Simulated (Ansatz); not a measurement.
## Molecular dynamics, with input and output: BH3Cl (part 1 of 3)

- system: BH3Cl, multiplicity 2
- method: UKS PBE-D4/6-31G (Ansatz 0.2.0)

It belongs to a series of runs on one base structure; here: dynamics from the highest image of the converged band.

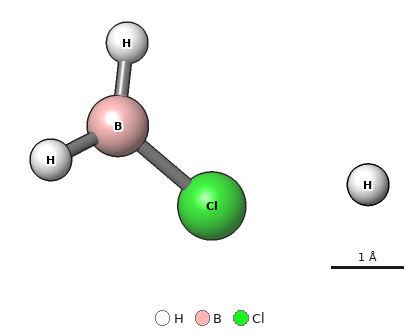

**Figure 1.** The structure as given in the input (ball-and-stick view, seen at a tilt). Bond lengths as drawn: B–Cl 1.80 Å and B–H 1.20 Å.

The input
```yaml
crystal:
  periodic: [false, false, false]
  atoms:
    - { symbol: H, position_ang: [-1.043005, -2.647502, 1.68176] }
    - { symbol: B, position_ang: [0.275413, 0.820026, -0.348786] }
    - { symbol: Cl, position_ang: [0.123007, -0.811659, -1.084108] }
    - { symbol: H, position_ang: [1.299057, 1.07581, 0.214052] }
    - { symbol: H, position_ang: [-0.654473, 1.563223, -0.462919] }
magnetization:
  spin_polarized: true
  initial_magnetization: 1
basis:
  gaussian: { orbitals: "6-31G" }
hamiltonian:
  xc: pbe
  dispersion: d4
md:
  timestep: 0.5
  n_steps: 200
  ensemble: nve
  temperature: 300.0
  initial_velocities: maxwell_boltzmann
  seed: 11139
```

Launched with:
```bash
ansatz run input.yaml --threads 1 --pin off --max-ram 2048MiB --backend cpu --events-out ev --progress --plain --runs-dir out
```

What the program printed
```
Engine: ansatz 0.2.0, aarch64-unknown-linux-gnu
Functional definition: PBE
  parameter kappa = 0.804
  parameter beta = 0.06672455060314922
  exchange = pbe_x(kappa = kappa, mu = beta*pi^2/3)
  correlation = pbe_c(beta = beta)
389 factors; integrals over basis functions are off by at most 2.3e-4 eV
mean field evaluation 1: about -13237.3424 eV, gradient 7.4e0 eV
mean field evaluation 2: about -13237.6031 eV, gradient 5.0e0 eV
mean field evaluation 4: about -13237.7914 eV, gradient 5.6e-1 eV
mean field evaluation 8: about -13237.7912 eV, gradient 1.1e-3 eV
mean field -13237.79119654 eV, -486.4798535756 hartree, gradient 4.4e-5 eV, S^2 0.750003; 0 other end points of the search recorded, 0 dependent functions left out
the calculation of the forces begins
reference -13237.79122654 eV, -486.4798546782 hartree; 13, 12 occupied and 15, 16 virtual orbitals, 389 factors
md step     0: t =     0.00 fs  T =   300.0 K  F+E_penalty+E_count = -13237.83941916 eV  E_kin = 0.116334 eV  conserved = -13237.72308517 eV  (23 SCF iters)
these checks for a lower state are left out or cut short: starts, cluster_reference, orbital_swaps, neighbouring_geometries, increment
389 factors; integrals over basis functions are off by at most 2.4e-4 eV
mean field evaluation 16: about -13237.7878 eV, gradient 8.1e-4 eV
mean field -13237.78784533 eV, -486.4797304209 hartree, gradient 1.6e-5 eV, S^2 0.750003; 0 other end points of the search recorded, 0 dependent functions left out
the calculation of the forces begins
reference -13237.78787532 eV, -486.4797315232 hartree; 13, 12 occupied and 15, 16 virtual orbitals, 389 factors
md step     1: t =     0.50 fs  T =   291.5 K  F+E_penalty+E_count = -13237.83607359 eV  E_kin = 0.113047 eV  conserved = -13237.72302683 eV  (20 SCF iters)
[... from here on the SCF iterations and repeated set-up lines of each step are left out, up to the last step ...]
md step     2: t =     1.00 fs  T =   268.3 K  F+E_penalty+E_count = -13237.82693742 eV  E_kin = 0.104039 eV  conserved = -13237.72289803 eV  (20 SCF iters)
md step     3: t =     1.50 fs  T =   235.3 K  F+E_penalty+E_count = -13237.81399175 eV  E_kin = 0.091257 eV  conserved = -13237.72273509 eV  (21 SCF iters)
md step     4: t =     2.00 fs  T =   199.1 K  F+E_penalty+E_count = -13237.79978064 eV  E_kin = 0.077206 eV  conserved = -13237.72257507 eV  (21 SCF iters)
md step     5: t =     2.50 fs  T =   166.0 K  F+E_penalty+E_count = -13237.78682452 eV  E_kin = 0.064375 eV  conserved = -13237.72244908 eV  (21 SCF iters)
md step     6: t =     3.00 fs  T =   141.2 K  F+E_penalty+E_count = -13237.77712310 eV  E_kin = 0.054746 eV  conserved = -13237.72237739 eV  (20 SCF iters)
md step     7: t =     3.50 fs  T =   127.5 K  F+E_penalty+E_count = -13237.77182104 eV  E_kin = 0.049452 eV  conserved = -13237.72236872 eV  (19 SCF iters)
md step     8: t =     4.00 fs  T =   125.4 K  F+E_penalty+E_count = -13237.77106347 eV  E_kin = 0.048644 eV  conserved = -13237.72241997 eV  (20 SCF iters)
md step     9: t =     4.50 fs  T =   132.9 K  F+E_penalty+E_count = -13237.77403892 eV  E_kin = 0.051520 eV  conserved = -13237.72251895 eV  (20 SCF iters)
md step    10: t =     5.00 fs  T =   145.8 K  F+E_penalty+E_count = -13237.77917446 eV  E_kin = 0.056527 eV  conserved = -13237.72264725 eV  (20 SCF iters)
md step    11: t =     5.50 fs  T =   159.0 K  F+E_penalty+E_count = -13237.78444019 eV  E_kin = 0.061658 eV  conserved = -13237.72278189 eV  (21 SCF iters)
md step    12: t =     6.00 fs  T =   167.2 K  F+E_penalty+E_count = -13237.78772799 eV  E_kin = 0.064831 eV  conserved = -13237.72289653 eV  (21 SCF iters)
md step    13: t =     6.50 fs  T =   165.9 K  F+E_penalty+E_count = -13237.78727947 eV  E_kin = 0.064316 eV  conserved = -13237.72296349 eV  (21 SCF iters)
md step    14: t =     7.00 fs  T =   152.6 K  F+E_penalty+E_count = -13237.78212848 eV  E_kin = 0.059171 eV  conserved = -13237.72295755 eV  (20 SCF iters)
md step    15: t =     7.50 fs  T =   128.0 K  F+E_penalty+E_count = -13237.77248513 eV  E_kin = 0.049620 eV  conserved = -13237.72286495 eV  (21 SCF iters)
md step    16: t =     8.00 fs  T =    96.0 K  F+E_penalty+E_count = -13237.75992346 eV  E_kin = 0.037229 eV  conserved = -13237.72269482 eV  (21 SCF iters)
md step    17: t =     8.50 fs  T =    63.7 K  F+E_penalty+E_count = -13237.74720370 eV  E_kin = 0.024717 eV  conserved = -13237.72248697 eV  (20 SCF iters)
md step    18: t =     9.00 fs  T =    39.5 K  F+E_penalty+E_count = -13237.73762724 eV  E_kin = 0.015321 eV  conserved = -13237.72230640 eV  (19 SCF iters)
md step    19: t =     9.50 fs  T =    30.4 K  F+E_penalty+E_count = -13237.73402588 eV  E_kin = 0.011806 eV  conserved = -13237.72222009 eV  (19 SCF iters)
md step    20: t =    10.00 fs  T =    39.9 K  F+E_penalty+E_count = -13237.73774097 eV  E_kin = 0.015476 eV  conserved = -13237.72226521 eV  (17 SCF iters)
md step    21: t =    10.50 fs  T =    66.1 K  F+E_penalty+E_count = -13237.74806533 eV  E_kin = 0.025637 eV  conserved = -13237.72242808 eV  (19 SCF iters)
md step    22: t =    11.00 fs  T =   102.6 K  F+E_penalty+E_count = -13237.76245244 eV  E_kin = 0.039803 eV  conserved = -13237.72264972 eV  (23 SCF iters)
md step    23: t =    11.50 fs  T =   140.7 K  F+E_penalty+E_count = -13237.77741243 eV  E_kin = 0.054558 eV  conserved = -13237.72285434 eV  (19 SCF iters)
md step    24: t =    12.00 fs  T =   172.0 K  F+E_penalty+E_count = -13237.78967670 eV  E_kin = 0.066695 eV  conserved = -13237.72298125 eV  (20 SCF iters)
md step    25: t =    12.50 fs  T =   191.2 K  F+E_penalty+E_count = -13237.79714529 eV  E_kin = 0.074141 eV  conserved = -13237.72300458 eV  (20 SCF iters)
md step    26: t =    13.00 fs  T =   197.0 K  F+E_penalty+E_count = -13237.79931626 eV  E_kin = 0.076383 eV  conserved = -13237.72293375 eV  (21 SCF iters)
md step    27: t =    13.50 fs  T =   191.8 K  F+E_penalty+E_count = -13237.79716975 eV  E_kin = 0.074368 eV  conserved = -13237.72280206 eV  (21 SCF iters)
md step    28: t =    14.00 fs  T =   180.6 K  F+E_penalty+E_count = -13237.79266865 eV  E_kin = 0.070016 eV  conserved = -13237.72265240 eV  (21 SCF iters)
md step    29: t =    14.50 fs  T =   169.1 K  F+E_penalty+E_count = -13237.78810026 eV  E_kin = 0.065577 eV  conserved = -13237.72252350 eV  (20 SCF iters)
md step    30: t =    15.00 fs  T =   162.5 K  F+E_penalty+E_count = -13237.78546441 eV  E_kin = 0.063022 eV  conserved = -13237.72244233 eV  (20 SCF iters)
md step    31: t =    15.50 fs  T =   164.1 K  F+E_penalty+E_count = -13237.78604081 eV  E_kin = 0.063621 eV  conserved = -13237.72242023 eV  (21 SCF iters)
md step    32: t =    16.00 fs  T =   174.7 K  F+E_penalty+E_count = -13237.79019512 eV  E_kin = 0.067741 eV  conserved = -13237.72245456 eV  (21 SCF iters)
md step    33: t =    16.50 fs  T =   193.1 K  F+E_penalty+E_count = -13237.79740608 eV  E_kin = 0.074873 eV  conserved = -13237.72253306 eV  (21 SCF iters)
md step    34: t =    17.00 fs  T =   216.1 K  F+E_penalty+E_count = -13237.80644931 eV  E_kin = 0.083810 eV  conserved = -13237.72263938 eV  (21 SCF iters)
md step    35: t =    17.50 fs  T =   239.6 K  F+E_penalty+E_count = -13237.81565924 eV  E_kin = 0.092903 eV  conserved = -13237.72275593 eV  (20 SCF iters)
md step    36: t =    18.00 fs  T =   258.8 K  F+E_penalty+E_count = -13237.82321663 eV  E_kin = 0.100352 eV  conserved = -13237.72286489 eV  (19 SCF iters)
md step    37: t =    18.50 fs  T =   269.5 K  F+E_penalty+E_count = -13237.82744313 eV  E_kin = 0.104496 eV  conserved = -13237.72294741 eV  (20 SCF iters)
md step    38: t =    19.00 fs  T =   268.5 K  F+E_penalty+E_count = -13237.82710821 eV  E_kin = 0.104124 eV  conserved = -13237.72298399 eV  (20 SCF iters)
md step    39: t =    19.50 fs  T =   254.7 K  F+E_penalty+E_count = -13237.82173943 eV  E_kin = 0.098782 eV  conserved = -13237.72295710 eV  (20 SCF iters)
md step    40: t =    20.00 fs  T =   229.6 K  F+E_penalty+E_count = -13237.81188144 eV  E_kin = 0.089022 eV  conserved = -13237.72285936 eV  (19 SCF iters)
md step    41: t =    20.50 fs  T =   197.2 K  F+E_penalty+E_count = -13237.79918339 eV  E_kin = 0.076480 eV  conserved = -13237.72270324 eV  (20 SCF iters)
md step    42: t =    21.00 fs  T =   164.1 K  F+E_penalty+E_count = -13237.78617361 eV  E_kin = 0.063647 eV  conserved = -13237.72252647 eV  (20 SCF iters)
md step    43: t =    21.50 fs  T =   137.4 K  F+E_penalty+E_count = -13237.77565445 eV  E_kin = 0.053269 eV  conserved = -13237.72238520 eV  (20 SCF iters)
md step    44: t =    22.00 fs  T =   122.5 K  F+E_penalty+E_count = -13237.76983394 eV  E_kin = 0.047501 eV  conserved = -13237.72233287 eV  (19 SCF iters)
md step    45: t =    22.50 fs  T =   121.5 K  F+E_penalty+E_count = -13237.76951626 eV  E_kin = 0.047122 eV  conserved = -13237.72239385 eV  (22 SCF iters)
md step    46: t =    23.00 fs  T =   132.0 K  F+E_penalty+E_count = -13237.77374160 eV  E_kin = 0.051193 eV  conserved = -13237.72254823 eV  (21 SCF iters)
md step    47: t =    23.50 fs  T =   147.9 K  F+E_penalty+E_count = -13237.78009548 eV  E_kin = 0.057356 eV  conserved = -13237.72273921 eV  (20 SCF iters)
md step    48: t =    24.00 fs  T =   161.6 K  F+E_penalty+E_count = -13237.78557788 eV  E_kin = 0.062679 eV  conserved = -13237.72289857 eV  (20 SCF iters)
md step    49: t =    24.50 fs  T =   166.8 K  F+E_penalty+E_count = -13237.78765240 eV  E_kin = 0.064678 eV  conserved = -13237.72297483 eV  (20 SCF iters)
md step    50: t =    25.00 fs  T =   160.1 K  F+E_penalty+E_count = -13237.78505081 eV  E_kin = 0.062101 eV  conserved = -13237.72294984 eV  (20 SCF iters)
md step    51: t =    25.50 fs  T =   142.4 K  F+E_penalty+E_count = -13237.77807361 eV  E_kin = 0.055234 eV  conserved = -13237.72283958 eV  (21 SCF iters)
md step    52: t =    26.00 fs  T =   117.8 K  F+E_penalty+E_count = -13237.76836248 eV  E_kin = 0.045679 eV  conserved = -13237.72268333 eV  (20 SCF iters)
md step    53: t =    26.50 fs  T =    92.3 K  F+E_penalty+E_count = -13237.75830282 eV  E_kin = 0.035775 eV  conserved = -13237.72252801 eV  (20 SCF iters)
md step    54: t =    27.00 fs  T =    71.9 K  F+E_penalty+E_count = -13237.75029712 eV  E_kin = 0.027884 eV  conserved = -13237.72241302 eV  (20 SCF iters)
md step    55: t =    27.50 fs  T =    61.3 K  F+E_penalty+E_count = -13237.74614281 eV  E_kin = 0.023782 eV  conserved = -13237.72236072 eV  (20 SCF iters)
md step    56: t =    28.00 fs  T =    62.7 K  F+E_penalty+E_count = -13237.74667131 eV  E_kin = 0.024298 eV  conserved = -13237.72237338 eV  (20 SCF iters)
md step    57: t =    28.50 fs  T =    75.4 K  F+E_penalty+E_count = -13237.75169494 eV  E_kin = 0.029257 eV  conserved = -13237.72243762 eV  (19 SCF iters)
md step    58: t =    29.00 fs  T =    97.1 K  F+E_penalty+E_count = -13237.76019988 eV  E_kin = 0.037667 eV  conserved = -13237.72253290 eV  (20 SCF iters)
md step    59: t =    29.50 fs  T =   123.8 K  F+E_penalty+E_count = -13237.77066339 eV  E_kin = 0.048025 eV  conserved = -13237.72263872 eV  (20 SCF iters)
md step    60: t =    30.00 fs  T =   151.2 K  F+E_penalty+E_count = -13237.78138259 eV  E_kin = 0.058644 eV  conserved = -13237.72273848 eV  (20 SCF iters)
md step    61: t =    30.50 fs  T =   175.2 K  F+E_penalty+E_count = -13237.79075260 eV  E_kin = 0.067934 eV  conserved = -13237.72281872 eV  (19 SCF iters)
md step    62: t =    31.00 fs  T =   192.4 K  F+E_penalty+E_count = -13237.79749280 eV  E_kin = 0.074625 eV  conserved = -13237.72286762 eV  (20 SCF iters)
md step    63: t =    31.50 fs  T =   201.1 K  F+E_penalty+E_count = -13237.80084365 eV  E_kin = 0.077970 eV  conserved = -13237.72287396 eV  (21 SCF iters)
md step    64: t =    32.00 fs  T =   200.9 K  F+E_penalty+E_count = -13237.80074101 eV  E_kin = 0.077911 eV  conserved = -13237.72282973 eV  (21 SCF iters)
md step    65: t =    32.50 fs  T =   193.9 K  F+E_penalty+E_count = -13237.79792499 eV  E_kin = 0.075188 eV  conserved = -13237.72273660 eV  (19 SCF iters)
md step    66: t =    33.00 fs  T =   183.8 K  F+E_penalty+E_count = -13237.79389002 eV  E_kin = 0.071277 eV  conserved = -13237.72261256 eV  (20 SCF iters)
md step    67: t =    33.50 fs  T =   175.6 K  F+E_penalty+E_count = -13237.79058410 eV  E_kin = 0.068091 eV  conserved = -13237.72249337 eV  (22 SCF iters)
md step    68: t =    34.00 fs  T =   173.9 K  F+E_penalty+E_count = -13237.78984827 eV  E_kin = 0.067425 eV  conserved = -13237.72242348 eV  (21 SCF iters)
md step    69: t =    34.50 fs  T =   181.3 K  F+E_penalty+E_count = -13237.79274078 eV  E_kin = 0.070303 eV  conserved = -13237.72243744 eV  (21 SCF iters)
md step    70: t =    35.00 fs  T =   197.2 K  F+E_penalty+E_count = -13237.79902481 eV  E_kin = 0.076484 eV  conserved = -13237.72254089 eV  (21 SCF iters)
md step    71: t =    35.50 fs  T =   217.6 K  F+E_penalty+E_count = -13237.80709666 eV  E_kin = 0.084393 eV  conserved = -13237.72270356 eV  (21 SCF iters)
md step    72: t =    36.00 fs  T =   236.2 K  F+E_penalty+E_count = -13237.81445377 eV  E_kin = 0.091584 eV  conserved = -13237.72287005 eV  (20 SCF iters)
md step    73: t =    36.50 fs  T =   246.4 K  F+E_penalty+E_count = -13237.81854061 eV  E_kin = 0.095558 eV  conserved = -13237.72298246 eV  (20 SCF iters)
md step    74: t =    37.00 fs  T =   244.0 K  F+E_penalty+E_count = -13237.81763146 eV  E_kin = 0.094628 eV  conserved = -13237.72300347 eV  (20 SCF iters)
md step    75: t =    37.50 fs  T =   228.2 K  F+E_penalty+E_count = -13237.81140540 eV  E_kin = 0.088477 eV  conserved = -13237.72292854 eV  (19 SCF iters)
md step    76: t =    38.00 fs  T =   201.8 K  F+E_penalty+E_count = -13237.80102206 eV  E_kin = 0.078237 eV  conserved = -13237.72278481 eV  (20 SCF iters)
md step    77: t =    38.50 fs  T =   170.4 K  F+E_penalty+E_count = -13237.78870965 eV  E_kin = 0.066091 eV  conserved = -13237.72261915 eV  (21 SCF iters)
md step    78: t =    39.00 fs  T =   140.7 K  F+E_penalty+E_count = -13237.77704714 eV  E_kin = 0.054567 eV  conserved = -13237.72248024 eV  (21 SCF iters)
md step    79: t =    39.50 fs  T =   118.1 K  F+E_penalty+E_count = -13237.76821055 eV  E_kin = 0.045808 eV  conserved = -13237.72240219 eV  (20 SCF iters)
md step    80: t =    40.00 fs  T =   105.8 K  F+E_penalty+E_count = -13237.76343687 eV  E_kin = 0.041041 eV  conserved = -13237.72239565 eV  (20 SCF iters)
md step    81: t =    40.50 fs  T =   104.2 K  F+E_penalty+E_count = -13237.76284690 eV  E_kin = 0.040398 eV  conserved = -13237.72244867 eV  (19 SCF iters)
md step    82: t =    41.00 fs  T =   111.1 K  F+E_penalty+E_count = -13237.76561413 eV  E_kin = 0.043078 eV  conserved = -13237.72253658 eV  (20 SCF iters)
md step    83: t =    41.50 fs  T =   123.0 K  F+E_penalty+E_count = -13237.77033961 eV  E_kin = 0.047706 eV  conserved = -13237.72263343 eV  (20 SCF iters)
md step    84: t =    42.00 fs  T =   136.0 K  F+E_penalty+E_count = -13237.77546059 eV  E_kin = 0.052741 eV  conserved = -13237.72271962 eV  (20 SCF iters)
md step    85: t =    42.50 fs  T =   146.4 K  F+E_penalty+E_count = -13237.77957320 eV  E_kin = 0.056790 eV  conserved = -13237.72278356 eV  (20 SCF iters)
md step    86: t =    43.00 fs  T =   151.7 K  F+E_penalty+E_count = -13237.78163730 eV  E_kin = 0.058819 eV  conserved = -13237.72281849 eV  (21 SCF iters)
md step    87: t =    43.50 fs  T =   150.3 K  F+E_penalty+E_count = -13237.78109943 eV  E_kin = 0.058280 eV  conserved = -13237.72281947 eV  (21 SCF iters)
md step    88: t =    44.00 fs  T =   142.3 K  F+E_penalty+E_count = -13237.77797859 eV  E_kin = 0.055196 eV  conserved = -13237.72278210 eV  (21 SCF iters)
md step    89: t =    44.50 fs  T =   129.5 K  F+E_penalty+E_count = -13237.77292769 eV  E_kin = 0.050222 eV  conserved = -13237.72270578 eV  (23 SCF iters)
md step    90: t =    45.00 fs  T =   115.1 K  F+E_penalty+E_count = -13237.76722333 eV  E_kin = 0.044624 eV  conserved = -13237.72259891 eV  (20 SCF iters)
md step    91: t =    45.50 fs  T =   103.5 K  F+E_penalty+E_count = -13237.76260470 eV  E_kin = 0.040120 eV  conserved = -13237.72248446 eV  (20 SCF iters)
md step    92: t =    46.00 fs  T =    99.3 K  F+E_penalty+E_count = -13237.76089877 eV  E_kin = 0.038501 eV  conserved = -13237.72239732 eV  (20 SCF iters)
md step    93: t =    46.50 fs  T =   106.0 K  F+E_penalty+E_count = -13237.76347295 eV  E_kin = 0.041099 eV  conserved = -13237.72237377 eV  (20 SCF iters)
md step    94: t =    47.00 fs  T =   124.4 K  F+E_penalty+E_count = -13237.77068326 eV  E_kin = 0.048249 eV  conserved = -13237.72243413 eV  (20 SCF iters)
md step    95: t =    47.50 fs  T =   152.2 K  F+E_penalty+E_count = -13237.78157207 eV  E_kin = 0.059002 eV  conserved = -13237.72256997 eV  (20 SCF iters)
md step    96: t =    48.00 fs  T =   183.8 K  F+E_penalty+E_count = -13237.79401000 eV  E_kin = 0.071267 eV  conserved = -13237.72274287 eV  (20 SCF iters)
md step    97: t =    48.50 fs  T =   212.5 K  F+E_penalty+E_count = -13237.80529398 eV  E_kin = 0.082396 eV  conserved = -13237.72289758 eV  (20 SCF iters)
md step    98: t =    49.00 fs  T =   232.1 K  F+E_penalty+E_count = -13237.81299564 eV  E_kin = 0.090012 eV  conserved = -13237.72298397 eV  (20 SCF iters)
md step    99: t =    49.50 fs  T =   239.2 K  F+E_penalty+E_count = -13237.81573303 eV  E_kin = 0.092757 eV  conserved = -13237.72297610 eV  (20 SCF iters)
md step   100: t =    50.00 fs  T =   233.9 K  F+E_penalty+E_count = -13237.81357416 eV  E_kin = 0.090693 eV  conserved = -13237.72288108 eV  (20 SCF iters)
md step   101: t =    50.50 fs  T =   219.7 K  F+E_penalty+E_count = -13237.80793466 eV  E_kin = 0.085199 eV  conserved = -13237.72273543 eV  (19 SCF iters)
md step   102: t =    51.00 fs  T =   202.3 K  F+E_penalty+E_count = -13237.80102611 eV  E_kin = 0.078436 eV  conserved = -13237.72258967 eV  (21 SCF iters)
md step   103: t =    51.50 fs  T =   187.2 K  F+E_penalty+E_count = -13237.79508106 eV  E_kin = 0.072591 eV  conserved = -13237.72248984 eV  (20 SCF iters)
md step   104: t =    52.00 fs  T =   178.4 K  F+E_penalty+E_count = -13237.79164924 eV  E_kin = 0.069189 eV  conserved = -13237.72245993 eV  (21 SCF iters)
md step   105: t =    52.50 fs  T =   177.2 K  F+E_penalty+E_count = -13237.79121686 eV  E_kin = 0.068720 eV  conserved = -13237.72249713 eV  (21 SCF iters)
md step   106: t =    53.00 fs  T =   182.2 K  F+E_penalty+E_count = -13237.79323465 eV  E_kin = 0.070657 eV  conserved = -13237.72257780 eV  (21 SCF iters)
md step   107: t =    53.50 fs  T =   190.3 K  F+E_penalty+E_count = -13237.79646418 eV  E_kin = 0.073793 eV  conserved = -13237.72267144 eV  (21 SCF iters)
md step   108: t =    54.00 fs  T =   197.8 K  F+E_penalty+E_count = -13237.79944122 eV  E_kin = 0.076688 eV  conserved = -13237.72275282 eV  (20 SCF iters)
```
